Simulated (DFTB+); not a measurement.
Geometry relaxation of C2H4ClGaO

- system: C2H4ClGaO
- method: GFN1-xTB, R-SCC, dispersion built in (DFTB+ 25.1)

The geometry comes from this level: GFN2-xTB.

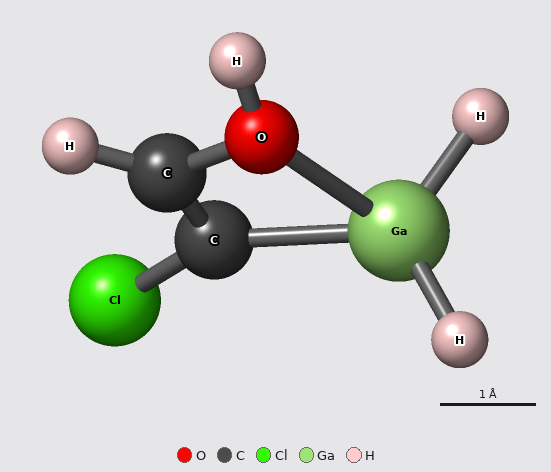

The structure as given in the input (ball-and-stick view, seen at a tilt). Sticks mark near contacts.

The input (dftb_in.hsd)
```
Geometry = xyzFormat {
  <<< "mol.xyz"
}
Driver = GeometryOptimisation {
  Optimiser = Rational {}
  MaxSteps = 200
  Convergence {
    GradElem = 0.01
  }
  AppendGeometries = Yes
}
Hamiltonian = xTB {
  Method = "GFN1-xTB"
  SCCTolerance = 1e-08
}
Analysis {
  PrintForces = Yes
}
Options {
  WriteResultsTag = Yes
}
ParserOptions {
  ParserVersion = 14
}
```

File mol.xyz
```
9

O     -0.309910     1.132080     0.465690
C      0.422230     0.047120     1.005900
C      0.593920    -0.934460     0.124580
Cl     1.530630    -2.309440     0.539820
Ga    -0.474490    -0.087700    -1.378740
H     -0.767960     1.617830     1.162940
H      0.781500     0.162840     2.020700
H     -2.006250    -0.367220    -1.450900
H      0.230320     0.738950    -2.489980
```

Run as:
```bash
dftb+ > dftb.out
```

The program's output
```
|  DFTB+ development version (commit: a23bfb2)

Reading input file 'dftb_in.hsd'
Parser version: 14

--------------------------------------------------------------------------------

Processed input in HSD format written to 'dftb_pin.hsd'

Starting initialization...
--------------------------------------------------------------------------------
OpenMP threads:              1
Chosen random seed:          2197590
Current stacksize:           unlimited
Mode:                        Geometry optimisation relaxation
Self consistent charges:     Yes
SCC-tolerance:                 0.100000E-07
Max. scc iterations:                    100
Shell resolved Hubbard:      Yes
Spin polarisation:           No
Nr. of up electrons:            14.000000
Nr. of down electrons:          14.000000
Periodic boundaries:         No
Electronic solver:           Relatively robust
Mixer:                       Broyden mixer
Mixing parameter:                  0.200000
Nr. of chrg. vec. in memory:            100
Max. SCC-cycles:                        100
Max. nr. of geometry steps:             200
tblite library version:      0.3.0
-> parametrization:          GFN1-xTB
-> repulsion:                Yes
-> dispersion:               Yes
-> halogen bonding:          Yes
-> electrostatics:           Yes
   -> isotropic:             Yes
   -> anisotropic:           No
   -> third-order:           Yes
Electronic temperature:              0.950045E-03 H      0.258520E-01 eV
Initial charges:             Set automatically (system chrg:   0.000E+00)
Included shells:             O:  s, p
                             C:  s, p
                            Cl:  s, p, d
                            Ga:  s, p, d
                             H:  s, s2
Extra options:
                             Mulliken analysis
                             Force calculation
Force type                   original

--------------------------------------------------------------------------------

***  Geometry step: 0

 iSCC Total electronic   Diff electronic      SCC error
    1   -0.16671126E+02    0.00000000E+00    0.11232869E+01
    2   -0.16712277E+02   -0.16671126E+02    0.80629081E+00
    3   -0.16724510E+02   -0.41150997E-01    0.42227885E+00
    4   -0.16736874E+02   -0.12232249E-01    0.13510375E+00
    5   -0.16736997E+02   -0.12364758E-01    0.54850630E-01
    6   -0.16737561E+02   -0.12250939E-03    0.13535392E-01
    7   -0.16737557E+02   -0.56448121E-03    0.91214734E-02
    8   -0.16737576E+02    0.47033546E-05    0.23248293E-02
    9   -0.16737577E+02   -0.19717811E-04    0.63829823E-03
   10   -0.16737577E+02   -0.78240780E-06    0.14997568E-03
   11   -0.16737577E+02   -0.48473137E-07    0.11032128E-03
   12   -0.16737577E+02   -0.40821746E-08    0.40340925E-04
   13   -0.16737577E+02   -0.29776572E-08    0.13039176E-04
   14   -0.16737577E+02   -0.21689672E-09    0.44807394E-06
   15   -0.16737577E+02   -0.24563462E-10    0.46139862E-07
   16   -0.16737577E+02   -0.42632564E-13    0.47250087E-07
   17   -0.16737577E+02   -0.35527137E-14    0.13308386E-07
   18   -0.16737577E+02    0.00000000E+00    0.37692871E-09

Total Energy:                      -16.6229756762 H         -452.3342 eV
Extrapolated to 0K:                -16.6229756762 H         -452.3342 eV
Total Mermin free energy:          -16.6229756762 H         -452.3342 eV
Force related energy:              -16.6229756762 H         -452.3342 eV

total energy  -1.6622976E+01 H       energy change -1.6622976E+01 H
gradient norm  2.1107160E-02 H/a0    max. gradient  8.9186355E-03 H/a0
step length    0.0000000E+00 a0      max. step      0.0000000E+00 a0

Geometry converged

--------------------------------------------------------------------------------
--------------------------------------------------------------------------------
SCC                                    +       0.05 ( 77.5%)       0.76 ( 98.1%)
--------------------------------------------------------------------------------
Missing                                +       0.01 ( 22.5%)       0.01 (  1.9%)
Total                                  =       0.06 (100.0%)       0.77 (100.0%)
--------------------------------------------------------------------------------
```

File detailed.out
```
Fermi distribution function

Geometry optimization step: 0

********************************************************************************
 iSCC Total electronic   Diff electronic      SCC error
   18   -0.16737577E+02    0.00000000E+00    0.37692871E-09
********************************************************************************

 Total charge:    -0.00000000

 Atomic gross charges (e)
 Atom           Charge
    1      -0.47565161
    2       0.16334604
    3      -0.06228299
    4      -0.12267376
    5       0.34404175
    6       0.36592839
    7       0.01952324
    8      -0.12116914
    9      -0.11106193

Nr. of electrons (up):     28.00000000
Atom populations (up)
 Atom       Population
    1       6.47565161
    2       3.83665396
    3       4.06228299
    4       7.12267376
    5       2.65595825
    6       0.63407161
    7       0.98047676
    8       1.12116914
    9       1.11106193

l-shell populations (up)
 Atom Sh.   l       Population
    1   1   0       1.67757936
    1   2   1       4.79807225
    2   1   0       1.01662614
    2   2   1       2.82002782
    3   1   0       1.15031672
    3   2   1       2.91196627
    4   1   0       1.92847167
    4   2   1       5.19609691
    4   3   2      -0.00189483
    5   1   0       1.24120332
    5   2   1       1.25764127
    5   3   2       0.15711366
    6   1   0       0.60296547
    6   2   0       0.03110614
    7   1   0       0.97107988
    7   2   0       0.00939687
    8   1   0       1.11922186
    8   2   0       0.00194728
    9   1   0       1.10928383
    9   2   0       0.00177810

Orbital populations (up)
 Atom Sh.   l   m       Population  Label
    1   1   0   0       1.67757936  s
    1   2   1  -1       1.54392427  p_y
    1   2   1   0       1.57255245  p_z
    1   2   1   1       1.68159554  p_x
    2   1   0   0       1.01662614  s
    2   2   1  -1       0.86437728  p_y
    2   2   1   0       0.96145576  p_z
    2   2   1   1       0.99419478  p_x
    3   1   0   0       1.15031672  s
    3   2   1  -1       0.82617944  p_y
    3   2   1   0       1.14244529  p_z
    3   2   1   1       0.94334155  p_x
    4   1   0   0       1.92847167  s
    4   2   1  -1       1.53358551  p_y
    4   2   1   0       1.92656030  p_z
    4   2   1   1       1.73595110  p_x
    4   3   2  -2      -0.00181606  d_xy
    4   3   2  -1       0.00076714  d_yz
    4   3   2   0       0.00132531  d_z2
    4   3   2   1       0.00215316  d_xz
    4   3   2   2      -0.00432437  d_x2-y2
    5   1   0   0       1.24120332  s
    5   2   1  -1       0.31084159  p_y
    5   2   1   0       0.35955962  p_z
    5   2   1   1       0.58724007  p_x
    5   3   2  -2       0.02479518  d_xy
    5   3   2  -1       0.03065654  d_yz
    5   3   2   0       0.02978546  d_z2
    5   3   2   1       0.04547194  d_xz
    5   3   2   2       0.02640453  d_x2-y2
    6   1   0   0       0.60296547  s
    6   2   0   0       0.03110614  s2
    7   1   0   0       0.97107988  s
    7   2   0   0       0.00939687  s2
    8   1   0   0       1.11922186  s
    8   2   0   0       0.00194728  s2
    9   1   0   0       1.10928383  s
    9   2   0   0       0.00177810  s2

Fermi level:                        -0.3204919216 H           -8.7210 eV
Band energy:                       -16.1742924370 H         -440.1249 eV
TS:                                  0.0000000000 H            0.0000 eV
Band free energy (E-TS):           -16.1742924370 H         -440.1249 eV
Extrapolated E(0K):                -16.1742924370 H         -440.1249 eV
Input / Output electrons (q):     28.0000000000     28.0000000000

Energy H0:                         -16.7731386996 H         -456.4203 eV
Energy SCC:                          0.0355614997 H            0.9677 eV
Total Electronic energy:           -16.7375771999 H         -455.4526 eV
Repulsive energy:                    0.1176790913 H            3.2022 eV
Halogen correction energy:           0.0000000000 H            0.0000 eV
Total energy:                      -16.6229756762 H         -452.3342 eV
Extrapolated to 0:                 -16.6229756762 H         -452.3342 eV
Total Mermin free energy:          -16.6229756762 H         -452.3342 eV
Force related energy:              -16.6229756762 H         -452.3342 eV

Non-constrained calculation

SCC converged

Full geometry written in geo_end.{xyz|gen}

Total Forces
    1     -0.001049056934      0.003278081329      0.005427268248
    2      0.003069656761     -0.002216728491      0.002167367088
    3     -0.007858556781      0.008675747408     -0.008918635512
    4      0.004094855714     -0.006668285750      0.002317814032
    5     -0.001979340498     -0.004623305848     -0.006056590961
    6      0.000386109821     -0.000205042297     -0.002385429767
    7      0.000412238397      0.002137511097      0.003465737720
    8      0.002750187753      0.000045184359      0.001071680061
    9      0.000173905767     -0.000423161807      0.002910789091

Maximal derivative component:        0.891864E-02 au

Dipole moment:   -0.51503131    1.01580658    1.12674788 au
Dipole moment:   -1.30907913    2.58192300    2.86390767 Debye

Geometry converged
```

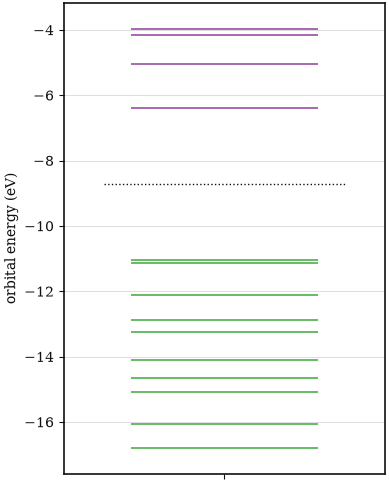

Orbital energies near the frontier; the dotted line parts filled from empty levels, and levels within 0.02 eV of each other stand side by side. Highest filled −11.06 eV, lowest empty −6.39 eV, 4.67 eV apart.

Results in brief

```json
{"quantity": "outcome", "value": "converged"}
{"quantity": "total energy", "value": "−16.622976 hartree"}
{"quantity": "basis functions", "value": "38"}
{"quantity": "largest force", "value": "0.757 eV/Å"}
{"quantity": "HOMO", "value": "−11.06 eV"}
{"quantity": "LUMO", "value": "−6.39 eV"}
{"quantity": "dipole moment", "value": "4.07 D"}
{"quantity": "hardware", "value": "1 thread of Intel Xeon @ 2.50GHz (Skylake/Cascade Lake), 189 GiB of memory available, shared host"}
{"quantity": "wall time", "value": "0.88 s"}
{"quantity": "peak memory", "value": "0.07 GiB"}
```

Notes

Settings chosen away from the usual ones: gtol. These settings are looser than, or depart from, a standard set-up, so the numbers are not reference values for this system.
